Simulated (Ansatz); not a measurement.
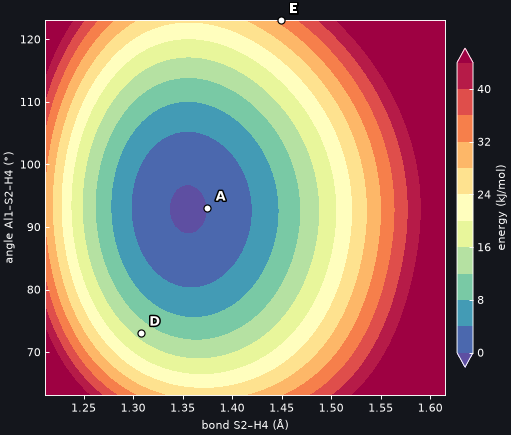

AlH2S, SMILES [AlH][SH], spin multiplicity 2. Two internal coordinates are moved rigidly from the geometry relaxed at PBE0-D4/def2-TZVP, all others fixed. First axis: bond S2–H4. Second axis: angle Al1–S2–H4. Grid: 7 × 7 points. All energies are given in kJ/mol relative to the lowest grid point. Level of theory: Ansatz, UKS PBE-D4/def2-TZVPP.

The picture shows filled contours, one colour for all values above the top of the scale, lettered points. Between grid points the surface is interpolated.

**Is A the lowest point of the computed grid?**

Yes. A, at bond S2–H4 = 1.375 Å, angle Al1–S2–H4 = 93°, has the lowest energy of the grid.

**What kind of point is each of A, D: minimum, saddle, maximum or slope?**

A: minimum; D: on a slope. (In these two coordinates alone; a stationary point may lie a little off the grid point.)
